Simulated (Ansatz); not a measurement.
# Grüneisen parameters and expansion of Be2Al (hypothetical, Fm-3m), part 2 of 4

Which modes of Be2Al (hypothetical) drive its thermal expansion? The crystal structure is hypothetical: it was made by swapping elements on a known structure type.

Ansatz 0.2.0; DFT PBEsol, scalar-relativistic, plane waves, PAW.

So far. Step 2 (A first coarse run): The start is under 13 GPa at this level and looks like a metal on this mesh.

**4. Finding the static equilibrium**

The vibrations must be taken about the equilibrium of this functional, not about the starting cell, so the structure is relaxed.

input.yaml

```yaml
crystal:
  lattice:
    - [0.0, 2.7194967487, 2.7194967487]
    - [2.7194967487, 0.0, 2.7194967487]
    - [2.7194967487, 2.7194967487, 0.0]
  atoms:
    - { symbol: Be, position: [0.25, 0.25, 0.25] }
    - { symbol: Be, position: [0.75, 0.75, 0.75] }
    - { symbol: Al, position: [0.0, 0.0, 0.0] }
kpoints:
  mp_grid: { grid: [14, 14, 14] }
hamiltonian:
  xc: pbesol
scf:
  occupations: { method: gaussian, width: 0.1 }
output:
  forces: true
  stress: true
  eigenvalues: true
  write_density: true
  write_potential: true
  elf: true
  volumetric_format: npy
relax:
  adjacent_minimum: "off"
  f_tol: 0.005
  max_steps: 80
  cell: { stress_tol: 0.05 }
```

Run with:

```bash
ansatz run input.yaml --threads 4 --pin off --max-ram 8192MiB --backend cpu --events-out ev --progress --plain --runs-dir out
```

Numbers of over 12 decimals in the logs are rounded to 6 here.

Output:

```text
[...]
Crystal: 3 atoms, lattice volume = 40.225 Å³
Basis set: ecut = 420 eV, 749 PW (Γ), exchange–correlation on 54×54×54 points (8 copies of the dense FFT grid, shifted against one another)
Bands: 8, of which v1, the nominal top of the filled ones, is band 4 counted from 1 (3 counted from 0)
Symmetry: 48 space group operations
[...]
k-points: 104 of 2744
[...]
SCF iter   1: F=—  HF=-703.456813 eV  |F-HF|=—  |Δ(HF+E_count)|=         —  Δρ=2.23e-3  dr2=3.05e-3  ethr=1.77e-3  ⟨swp⟩=5.3  Hψ=6840  notcnv=0
[...]
SCF iter   6: F=-703.456073 eV  HF=-703.456073 eV  |F-HF|=5.80e-12  |Δ(HF+E_count)|=  2.82e-10  Δρ=1.27e-7  dr2=4.07e-12  ethr=7.77e-12  ⟨swp⟩=5.2  Hψ=3843  notcnv=0
SCF 1 converged in 6 iterations: F = -703.456073 eV  dr2 = 4.07e-12
[...]
relax step   1: F+E_penalty+E_count = -703.45607338 eV  Δ(F+E_penalty+E_count) = +0.000e0 eV  max|allowed force component| = 4.318e-17 eV/Å  Δτ_max = 0.0000 Å  P = +0.493 GPa  Ω = 40.225 Å³  (6 SCF iters, accepted)
Crystal: 3 atoms, lattice volume = 40.413 Å³
[...]
SCF iter   3: F=-703.456398 eV  HF=-703.456398 eV  |F-HF|=3.73e-9  |Δ(HF+E_count)|=   1.45e-6  Δρ=5.41e-6  dr2=1.15e-8  ethr=4.29e-9  ⟨swp⟩=5.9  Hψ=4049  notcnv=0
SCF 2 converged in 3 iterations: F = -703.456398 eV  dr2 = 1.15e-8
[...]
relax step   2: F+E_penalty+E_count = -703.45639776 eV  Δ(F+E_penalty+E_count) = -3.244e-4 eV  max|allowed force component| = 4.934e-17 eV/Å  Δτ_max = 0.0000 Å  P = +0.125 GPa  Ω = 40.413 Å³  energy of the carried Pulay correction = -3.625e-5 eV  (3 SCF iters, dr2 threshold 3.00e-7 eV, accepted)
Crystal: 3 atoms, lattice volume = 40.476 Å³
[...]
SCF iter   3: F=-703.456410 eV  HF=-703.456410 eV  |F-HF|=4.69e-10  |Δ(HF+E_count)|=   1.85e-7  Δρ=2.13e-6  dr2=1.80e-9  ethr=5.54e-10  ⟨swp⟩=5.3  Hψ=3854  notcnv=0
SCF 3 converged in 3 iterations: F = -703.456410 eV  dr2 = 1.80e-9
relax step   3: F+E_penalty+E_count = -703.45641035 eV  Δ(F+E_penalty+E_count) = -1.259e-5 eV  max|allowed force component| = 6.515e-17 eV/Å  Δτ_max = 0.0000 Å  P = +0.001 GPa  Ω = 40.476 Å³  energy of the carried Pulay correction = -4.855e-5 eV  (3 SCF iters, dr2 threshold 3.88e-8 eV, accepted)
[...]
SCF iter   4: F=-703.456459 eV  HF=-703.456459 eV  |F-HF|=1.02e-12  |Δ(HF+E_count)|=  9.83e-11  Δρ=4.83e-8  dr2=1.38e-12  ethr=1.00e-12  ⟨swp⟩=5.0  Hψ=2685  notcnv=0
SCF 4 converged in 4 iterations: F = -703.456459 eV  dr2 = 1.38e-12
relax step   4: F+E_penalty+E_count = -703.45645870 eV  Δ(F+E_penalty+E_count) = -4.835e-5 eV  max|allowed force component| = 5.860e-17 eV/Å  Δτ_max = 0.0000 Å  P = +0.003 GPa  Ω = 40.476 Å³  stress off target by 3.17e-3 GPa  SCF on the basis re-selected at this cell (its energy is not comparable with the rows above)  (4 SCF iters)
[...]
SCF converged after 4 iterations
Free energy (F): -703.456459 eV
[...]
Internal energy: -703.452263 eV  (E = F + TS)
E sigma→0 (E₀):  -703.454361 eV
Entropy (-TS):   -0.004196 eV (-1.399 meV/atom)
Fermi energy:    5.114341 eV
[...]
--- Stress (GPa, compression-positive) ---
        0.003172       0.000000       0.000000
        0.000000       0.003172       0.000000
        0.000000       0.000000       0.003172
  P = ⅓ Tr σ = 0.0032 GPa (0.032 kbar)
--- Band table (eV; the first three rows and the last of 104) ---
[...]
--- Relaxed structure (3 steps of the walk, 3 accepted, 1 SCFs on fresh bases) ---
[...]
cell:  # Å, volume = 40.4764 Å³
    - [0, 2.725152, 2.725152]
    - [2.725152, 0.0, 2.725152]
    - [2.725152, 2.725152, 0]
  atoms:
    - { symbol: Be, position: [0.25, 0.25, 0.25] }
    - { symbol: Be, position: [0.75, 0.75, 0.75] }
    - { symbol: Al, position: [0, 0, 0] }
```

It took 2.1 s on 4 threads of AMD EPYC 7R43, shared host; peak memory 0.42 GiB; 7 s of CPU time.

The steps of the relaxation:

```
step  energy less that of the first step (eV)  largest force component (eV/Å)  pressure (GPa)  volume (Å³)
   1                                   0.0000                          0.0000            0.49        40.22
   2                                  -0.0003                          0.0000            0.12        40.41
   3                                  -0.0003                          0.0000            0.00        40.48
  4*                                  -0.0004                          0.0000            0.00        40.48
```

Relaxation steps marked * repeat the geometry before them on a plane-wave basis chosen anew for their cell, so energy and pressure can jump there.

Forces are held to the 48 operations that the run works with; a distortion that breaks them can't arise in this run.

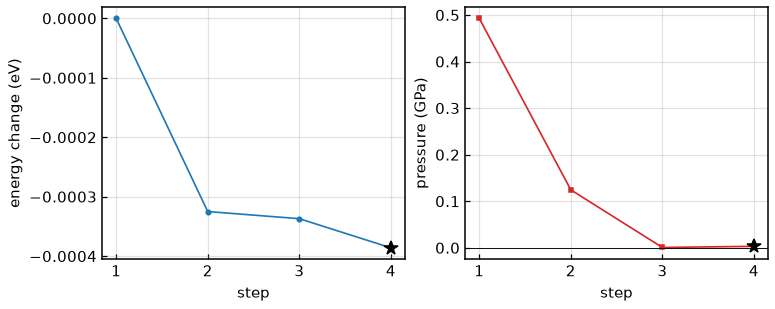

Energy and pressure along the relaxation. Stars mark steps on a basis chosen anew.

```
conventional cell, symmetrised  before  after  change
                         a (Å)   5.439  5.450  +0.2 %
                         b (Å)   5.439  5.450  +0.2 %
                         c (Å)   5.439  5.450  +0.2 %
              volume (Å³/atom)   13.41  13.49  +0.6 %
```

The relaxed structure:

```xyz
3
Lattice="0.0000 2.7252 2.7252 2.7252 0.0000 2.7252 2.7252 2.7252 0.0000" Properties=species:S:1:pos:R:3 pbc="T T T"
Be    1.3626    1.3626    1.3626
Be    4.0877    4.0877    4.0877
Al    0.0000    0.0000    0.0000
```

Numbers from this step:

```
pressure        : 0.003172 GPa
volume per atom : 13.49 Å³
```

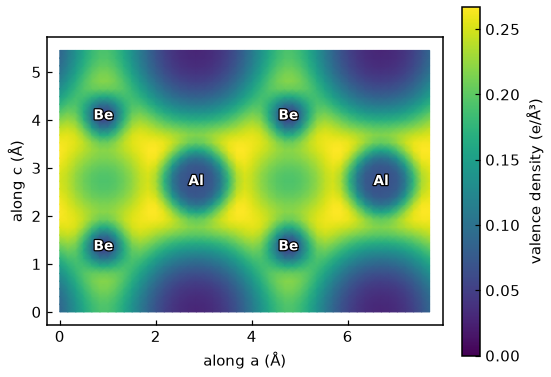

Valence density in the ac plane of a cell with a along [110], b along [-110] and c along [001] of the cube at fractional y = 0.000, with atoms of Be and Al within 0.2 Å of it. It is the smooth field of the valence electrons, not physical close to the nuclei. The map starts off the cell's origin, so that atoms lie inside it.

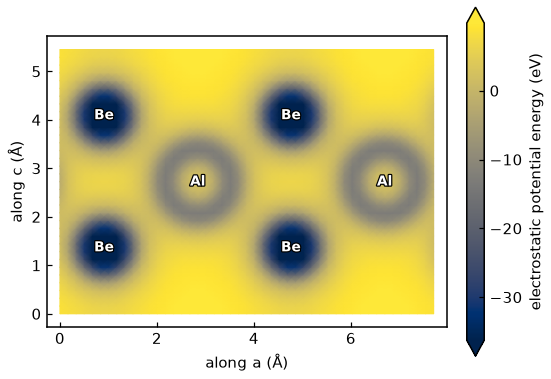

Electrostatic potential energy in the ac plane of a cell with a along [110], b along [-110] and c along [001] of the cube at fractional y = 0.000, with atoms of Be and Al within 0.2 Å of it. With pseudopotentials it is smooth inside the atoms' cores, unlike the true potential. The map starts off the cell's origin, so that atoms lie inside it.

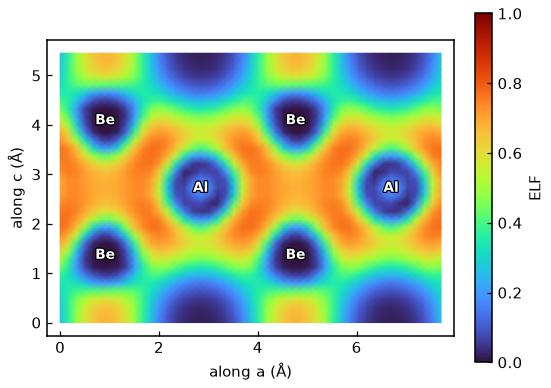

ELF in the ac plane of a cell with a along [110], b along [-110] and c along [001] of the cube at fractional y = 0.000, with atoms of Be and Al within 0.2 Å of it. It is the smooth field of the valence electrons, not physical close to the nuclei. The map starts off the cell's origin, so that atoms lie inside it.

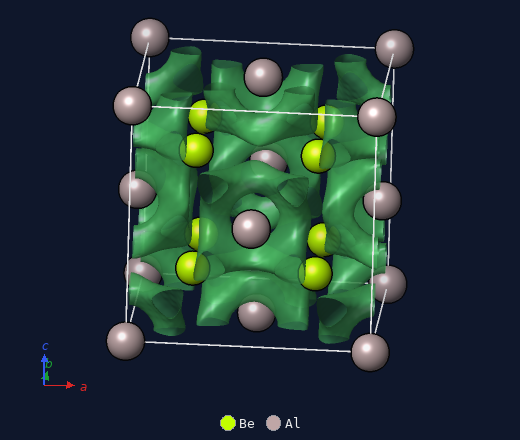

Surface of ELF = 0.69.

**5. Tight relaxation**

The relaxation is repeated with tighter thresholds on force and stress, since phonons are sensitive to what is left; a change of mesh or smearing in the input moves the cell too.

input.yaml

```yaml
crystal:
  lattice:
    - [0.0, 2.7251520021, 2.7251520021]
    - [2.7251520021, 0.0, 2.7251520021]
    - [2.7251520021, 2.7251520021, 0.0]
  atoms:
    - { symbol: Be, position: [0.25, 0.25, 0.25] }
    - { symbol: Be, position: [0.75, 0.75, 0.75] }
    - { symbol: Al, position: [0.0, 0.0, 0.0] }
kpoints:
  mp_grid: { grid: [16, 16, 16] }
hamiltonian:
  xc: pbesol
scf:
  occupations: { method: methfessel_paxton, width: 0.15 }
output:
  forces: true
  stress: true
  eigenvalues: true
relax:
  adjacent_minimum: "off"
  f_tol: 0.001
  max_steps: 60
  cell: { stress_tol: 0.01 }
```

Output:

```text
[...]
Crystal: 3 atoms, lattice volume = 40.476 Å³
Basis set: ecut = 420 eV, 749 PW (Γ), exchange–correlation on 54×54×54 points (8 copies of the dense FFT grid, shifted against one another)
Bands: 8, of which v1, the nominal top of the filled ones, is band 4 counted from 1 (3 counted from 0)
Symmetry: 48 space group operations
[...]
k-points: 145 of 4096
[...]
--- Relaxed structure (1 steps of the walk, 1 accepted, 1 SCFs on fresh bases) ---
[...]
cell:  # Å, volume = 40.4764 Å³
    - [0.0, 2.7251520021, 2.7251520021]
    - [2.7251520021, 0.0, 2.7251520021]
    - [2.7251520021, 2.7251520021, 0.0]
  atoms:
    - { symbol: Be, position: [0.250000, 0.250000, 0.250000] }
    - { symbol: Be, position: [0.750000, 0.750000, 0.750000] }
    - { symbol: Al, position: [0.0, 0.0, 0.0] }
[key lines of the parts left out:]
SCF converged after 4 iterations
Free energy (F): -703.454612 eV
Fermi energy:    5.091637 eV
P = ⅓ Tr σ = -0.0061 GPa (-0.061 kbar)
```

Run time: 1.6 s. Hardware: 4 threads; peak memory 0.42 GiB.

Little changed from the start: no atom moved by 0.005 Å and no cell edge by 0.1 %.

This step gave:

```yaml
pressure: -0.006112 GPa
```

The residual pressure is -0.0061 GPa, small enough for phonons.

**6. Phonons, V/V0 1**

The same q-mesh and k-mesh are kept at every volume, so that much of their error can cancel in the differences.

input.yaml, the sections that differ from step 5:

```yaml
output:
  eigenvalues: true
phonons:
  method: dfpt
  qmesh: [4, 4, 4]
  temperatures: { t_max: 1000, t_step: 50 }
  qpath:
    path:
      - [[0.0, 0.0, 0.0], [0.5, 0.0, 0.5], [0.625, 0.25, 0.625]]
      - [[0.375, 0.375, 0.75], [0.0, 0.0, 0.0], [0.5, 0.5, 0.5], [0.5, 0.25, 0.75], [0.5, 0.0, 0.5]]
    npoints: 10
# crystal, kpoints, hamiltonian, scf: as in step 5
# relax: removed
```

Output:

```text
[...]
Crystal: 3 atoms, lattice volume = 40.476 Å³
Basis set: ecut = 420 eV, 749 PW (Γ), exchange–correlation on 54×54×54 points (8 copies of the dense FFT grid, shifted against one another)
Bands: 8, of which v1, the nominal top of the filled ones, is band 4 counted from 1 (3 counted from 0)
Symmetry: 48 space group operations
k-points: 145 of 4096
[...]
SCF iter   1: F=—  HF=-703.455347 eV  |F-HF|=—  |Δ(HF+E_count)|=         —  Δρ=2.21e-3  dr2=3.01e-3  ethr=1.77e-3  ⟨swp⟩=5.1  Hψ=9432  notcnv=0
[...]
SCF iter   6: F=-703.454612 eV  HF=-703.454612 eV  |F-HF|=4.55e-12  |Δ(HF+E_count)|=  2.62e-10  S|Δr|=    0.00e0  Δρ=1.07e-7  dr2=3.06e-12  ethr=1.00e-12  ⟨swp⟩=6.8  Hψ=4620  notcnv=0
SCF 1 converged in 6 iterations: F = -703.454612 eV  dr2 = 3.06e-12
[...]
phonons: the bands overlap, so this run is a metal and interpolates without the dipole-dipole term. If the crystal is really an insulator or semiconductor, its LO-TO splitting is missing
NSCF: frozen V_eff on 145 k-points
WARN: eigensolver did not converge in 15 slots of this pass, the one above among them; of largest residual over every band (k=20): 1 band(s) unlocked (lowest unlocked band 7, counted from 0; max residual 1.47e-3 eV among the unlocked bands, 1.47e-3 eV over every band); of lowest unlocked band (k=1): band 7
[...]
DFPT response loops at q = (0, 0, 0) (fractional): preconditioner auto → Kerker (q_TF=auto, 2.036 Å⁻¹) (partly filled bands, converged f_vac=0.000); β = 1.00, the filter's whole step (`scf.mixing.beta` (0.50) is not read by the response loops under this deck's `scf.mixing.preconditioner`; to damp them name `kerker` or `kerker_dos`, under which they read `scf.mixing.beta`, and type it under 1.00, their step now; both keys bind the ground state too); Broyden in place of MSR1
[...]
SCF converged after 6 iterations
[...]
Free energy (F): -703.454612 eV
[...]
Internal energy: -703.455504 eV  (E = F + TS)
E sigma→0 (E₀):  -703.454835 eV
Entropy (-TS):   0.000891 eV (0.297 meV/atom)
Fermi energy:    5.091637 eV
[...]
--- Band table (eV; the first three rows and the last of 145) ---
[...]
--- Phonons (Γ-DFPT): 2 representative perturbations + reference (Σ response iterations 6) ---
  ASR residual: 2.027e-5 → 0.000e0 eV/Å²; symmetrization residual: 2.550e-8 eV/Å²
  ASR residual per site (eV/Å²): 2.03e-5 2.03e-5 8.27e-6
  Γ frequencies (cm⁻¹): 0.00 0.00 0.00 267.77 267.77 267.77 479.69 479.69 479.69
--- Phonons (arbitrary-q DFPT): 8 irreducible q on the 4×4×4 mesh ---
  q = [0.0000, 0.0000, 0.0000] (star 1, of the zone-centre solve; hermiticity 5.58e-9, symmetrization 7.77e-16): -0.00 -0.00 -0.00 267.77 267.77 267.77 479.69 479.69 479.69
  q = [0.0000, 0.0000, 0.2500] (star 8, 2 solved perturbations on 2176 of 4096 k-point pairs; hermiticity 1.17e-8, symmetrization 1.92e-15): -71.70 -71.70 95.68 293.17 293.17 354.14 433.33 481.98 481.98
[...]
q = [0.0000, 0.2500, 0.2500] (star 6, 4 solved perturbations in 3616 linear systems a pass and spin channel, the states on 1160 of 4096 k-point pairs; hermiticity 1.57e-8, symmetrization 4.26e-15): -117.91 -117.91 185.63 334.08 334.08 360.69 430.08 479.86 479.86
[...]
sum rule: each row above includes the acoustic sum rule's correction from the zone centre's row sums; it moved no ω² by more than (0.78 cm⁻¹)²
  mesh force constants: q→R imaginary residual 4.70e-18; ASR residual 2.027e-5 → 0.000e0 eV/Å²; symmetrization residual 3.553e-15 eV/Å²
  interpolated dispersion: 62 rows × 9 modes
  density of states and harmonic sums: on the 20×20×20 q-mesh, interpolated from the force constants of a 4×4×4 supercell (no non-analytic term)
  largest difference from the sums on the solved wave vectors: F 4.39e-2 eV, S 5.78e-5 and C_V 1.51e-5 eV/K
  zero-point energy: 0.164965 eV/cell   skipped modes (ω ≤ 0): 464, of them read as no rigid motion or as one in doubt: 461 (1.760e0 modes/cell left out, lowest -197.72 cm⁻¹)   left out of the sums: 1.96e-1 of the cell's modes: C_V's classical limit lies that fraction below 3 k_B per atom; for a crystal, a wire or a layer, F and S can be off by more, and a phonons.interpolated_qmesh denser along its periods is the remedy for the sampling
```

Run time: 2.5 min. Hardware: 4 threads; peak memory 3 GiB.

Numbers from this step:

```
lowest frequency on the path : -197.7 cm⁻¹
point group                  : m-3m
highest frequency            : 487.7 cm⁻¹
```

No LO-TO term. Phonon branches along the path, in cm⁻¹:

```
    point  branch 1  branch 2  branch 3  branch 4  branch 5  branch 6  branch 7  branch 8  branch 9
        Γ         0         0         0       268       268       268       480       480       480
        X      -170      -170       295       295       401       401       456       456       465
        U      -151      -140       238       322       378       450       452       462       464
jump to K      -151      -140       238       322       378       450       452       462       464
        Γ         0         0         0       268       268       268       480       480       480
        L      -111      -111       208       341       341       399       463       477       477
        W      -198       149       149       332       422       451       451       456       459
        X      -170      -170       295       295       401       401       456       456       465
```

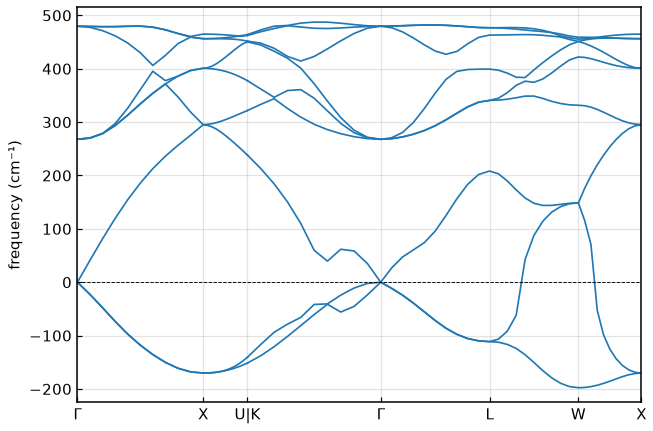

Phonon branches along the path.

The phonon density of states has structure finer than the step of the table below, so its rows give means over 50 cm⁻¹, whole bins alone (the curve runs from -195 to 485 cm⁻¹). Peaks (cm⁻¹: height): 345.0: 0.0354, 475.0: 0.113.

Tetrahedra on 20 20 20, mean over bins of 10 cm⁻¹. The phonon density of states by wavenumber; means over each step:

```
wavenumber (cm⁻¹)  phonon density of states (1/cm⁻¹/cell)
             -150                                  0.0128
             -100                                  0.0110
              -50                                 0.00786
                0                                 0.00232
               50                                 0.00255
              100                                 0.00485
              150                                 0.00849
              200                                 0.00536
              250                                 0.00271
              300                                 0.00967
              350                                  0.0271
              400                                  0.0227
              450                                  0.0415
```

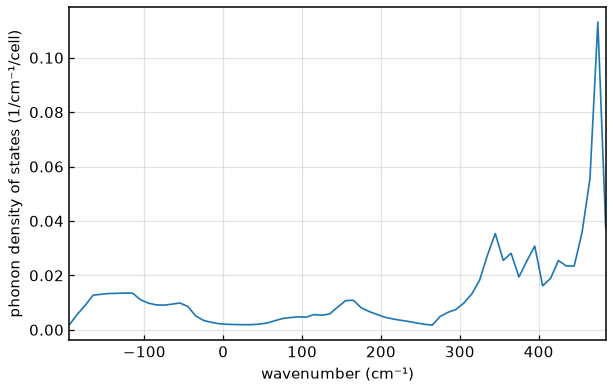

Phonon density of states, plotted against wavenumber.

The modes has structure finer than the step of the table below, so its rows give means over 50 cm⁻¹, whole bins alone (the curve runs from -206 to 512 cm⁻¹). Peaks (cm⁻¹: height): Al -120.3: 0.00725, 164.4: 0.00876, 476.2: 0.0378; Be 345.1: 0.0303, 390.3: 0.0271, 476.2: 0.0595.

Phonopy on the run's constants, 17x17x17 mesh, Gaussian sigma 5.1 cm⁻¹. Table of modes by wavenumber; means over each step; values in 1/cm⁻¹/cell:

```
wavenumber (cm⁻¹)       Al       Be
             -150  0.00643  0.00629
             -100  0.00612  0.00528
              -50  0.00430  0.00335
                0   7.9e-4   6.0e-4
               50  0.00152  0.00119
              100  0.00287  0.00217
              150  0.00528  0.00351
              200  0.00336  0.00181
              250  0.00164  0.00124
              300   5.8e-4  0.00929
              350  0.00153   0.0253
              400  0.00365   0.0190
              450   0.0128   0.0272
```

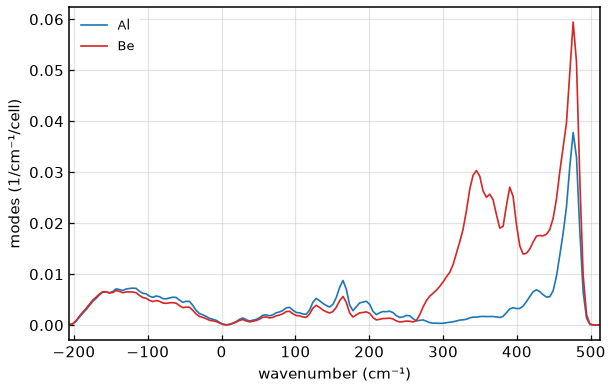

Modes, plotted against wavenumber.

No LO-TO term. Modes at Γ, with each element's share of the kinetic energy:

```
mode  frequency (cm⁻¹)  symmetry  Be %  Al %
   1               0.0       T1u    40    60
   2               0.0       T1u    40    60
   3               0.0       T1u    40    60
   4             267.8       T2g   100     0
   5             267.8       T2g   100     0
   6             267.8       T2g   100     0
   7             479.7       T1u    60    40
   8             479.7       T1u    60    40
   9             479.7       T1u    60    40
```

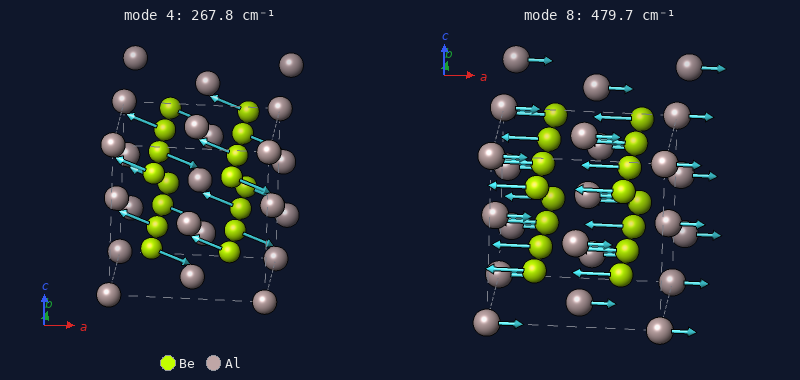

Displacement patterns of modes 4 and 8 at Γ; arrows are exaggerated. 1×2×1 conventional cells are drawn. Some periodic images of atoms are drawn too.

The lowest solved frequency is -198 cm⁻¹, so the cell is unstable here and gives no valid free energy.

**7. A cell at another volume, V/V0 1.015**

Symmetry fixes every atom, so a single point at the scaled cell gives the energy and pressure of this member.

The cell differs from the one that the last finished run ended in (a 3.854 → 3.873 Å, b 3.854 → 3.873 Å, c 3.854 → 3.873 Å).

input.yaml, the sections that differ from step 6:

```yaml
crystal:
  lattice:
    - [0.0, 2.7387101954, 2.7387101954]
    - [2.7387101954, 0.0, 2.7387101954]
    - [2.7387101954, 2.7387101954, 0.0]
  atoms:
    - { symbol: Be, position: [0.25, 0.25, 0.25] }
    - { symbol: Be, position: [0.75, 0.75, 0.75] }
    - { symbol: Al, position: [0.0, 0.0, 0.0] }
output:
  forces: true
  stress: true
  eigenvalues: true
# kpoints, hamiltonian, scf: as in step 6
# phonons: removed
```

Output:

```text
[...]
Crystal: 3 atoms, lattice volume = 41.084 Å³
Basis set: ecut = 420 eV, 821 PW (Γ), exchange–correlation on 54×54×54 points (8 copies of the dense FFT grid, shifted against one another)
Bands: 8, of which v1, the nominal top of the filled ones, is band 4 counted from 1 (3 counted from 0)
Symmetry: 48 space group operations
[...]
k-points: 145 of 4096
[...]
SCF iter   1: F=—  HF=-703.453110 eV  |F-HF|=—  |Δ(HF+E_count)|=         —  Δρ=2.16e-3  dr2=2.93e-3  ethr=1.77e-3  ⟨swp⟩=5.1  Hψ=9431  notcnv=0
[...]
SCF iter   5: F=-703.452433 eV  HF=-703.452433 eV  |F-HF|=1.58e-10  |Δ(HF+E_count)|=   6.60e-8  S|Δr|=    0.00e0  Δρ=1.45e-6  dr2=7.93e-10  ethr=1.40e-9  ⟨swp⟩=2.3  Hψ=3903  notcnv=0
SCF 1 converged in 5 iterations: F = -703.452433 eV  dr2 = 7.93e-10
[...]
SCF converged after 5 iterations
[...]
Free energy (F): -703.452433 eV
[...]
Internal energy: -703.453297 eV  (E = F + TS)
E sigma→0 (E₀):  -703.452649 eV
Entropy (-TS):   0.000864 eV (0.288 meV/atom)
Fermi energy:    4.977009 eV
[...]
--- Stress (GPa, compression-positive) ---
       -1.134014      -0.000000       0.000000
        0.000000      -1.134014      -0.000000
       -0.000000       0.000000      -1.134014
  P = ⅓ Tr σ = -1.1340 GPa (-11.340 kbar)
--- Band table (eV; the first three rows and the last of 145) ---
[...]
```

Elapsed: 0.75 s, on 4 threads; peak memory 0.4 GiB.

This step gave:

| Property | Result |
| --- | --- |
| pressure | -1.134 GPa |
| volume per atom | 13.69 Å³ |

The run ends at a pressure of -1.13 GPa.

(Part 2 of 4 ends here.)

[Logs are printed without paths, hosts, clocks, repeated set-up lines and the standing remarks that a program may print on its own settings, such as how far it seeks lower states.]

[Hosts, paths, dates, database ids (printed as entryN), source tags and the programs' standing remarks are cut or masked in the printed files.]

[A step with changed settings may run another functional than the one named; its input shows which.]

[Of the runs on displaced cells, only some may be shown.]
